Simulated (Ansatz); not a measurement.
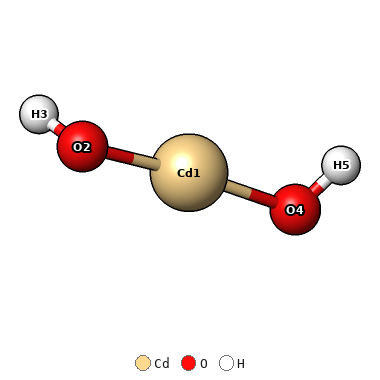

The system is Cd(OH)2; the picture shows the reference structure. The first coordinate is: angle O2–Cd1–O4 (carried through 180); the second: change of the bonds Cd1–O2, Cd1–O4, all alike. Nothing is relaxed (all other coordinates rigid). The scan uses a 15 × 15 grid. Points are written as (first, second). All energies are given in kJ/mol relative to the relaxed molecule at the same level. Method: RKS PBE0-D4/def2-TZVP in Ansatz 0.2.0.

Its coordinates:

```yaml
atoms:
  - { symbol: Cd, position_ang: [-0.1606, -0.0806, 0.0027] }
  - { symbol: O, position_ang: [-0.2876, 0.0420, 1.9523] }
  - { symbol: H, position_ang: [-0.0133, 0.9004, 2.2829] }
  - { symbol: O, position_ang: [-0.1907, -0.2820, -1.9442] }
  - { symbol: H, position_ang: [0.6522, -0.5799, -2.2937] }
```

Range: angle O2–Cd1–O4 (carried through 180) from 140.0 to 220.0°; change of the bonds Cd1–O2, Cd1–O4, all alike from −0.215 to 0.333 Å.

Q: What will the energy surface look like?

A: The lowest grid point is at (174.3°, 0.020 Å), 0.7 kJ/mol from the relaxed molecule at the same level. No other kind of well shows on this grid. The highest grid point, (220.0°, −0.215 Å), lies 219 kJ/mol above the lowest. Round the minimum the two coordinates are nearly uncoupled.

```
second ↓, first →  140.0  145.7  151.4  157.1  162.9  168.6  174.3  180.0  185.7  191.4  197.1  202.9  208.6  214.3  220.0
            0.333    138    132    128    124    122    120    120    120    122    124    128    132    138    144    150
            0.294    118    112    107    104    101     99     99     99    101    104    107    112    118    124    132
            0.254     99     93     88     83     81     79     78     79     81     83     87     93     99    106    113
            0.215     82     75     70     65     62     60     59     60     62     65     69     75     81     89     97
            0.176     66     59     53     49     45     43     42     43     45     48     53     59     66     74     83
            0.137     53     46     39     34     30     28     27     28     30     34     39     45     53     61     71
            0.098     43     35     28     22     18     16     15     16     18     22     27     34     42     51     62
            0.059     37     28     20     14      9      7      6      7      9     13     19     27     35     45     56
            0.020     35     25     17     10      5      2      1      2      4      9     15     23     33     44     55
           −0.020     38     27     18     11      5      2      1      2      5     10     16     25     36     48     60
           −0.059     48     36     26     18     12      8      7      8     11     17     24     34     45     58     72
           −0.098     66     53     42     33     27     22     21     22     25     31     40     50     63     77     92
           −0.137     94     80     67     58     50     45     44     45     48     55     64     76     90    105    122
           −0.176    133    118    104     93     85     79     77     78     83     90    100    113    128    145    164
           −0.215    186    169    154    142    133    127    124    126    130    138    149    164    180    199    220
```

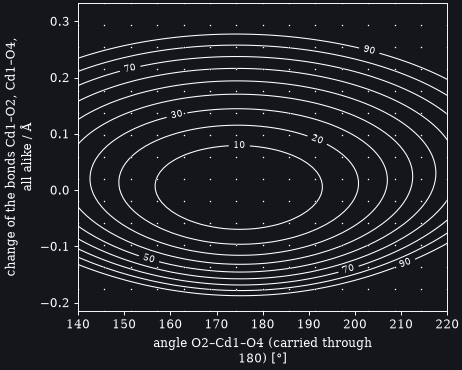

The picture shows contour lines labelled in kJ/mol (none above 90), dots at the grid points. Between grid points the surface is interpolated.

Time for the 225 points that were run: 12 min on 1 thread of Arm Neoverse V1, with other jobs on the host.
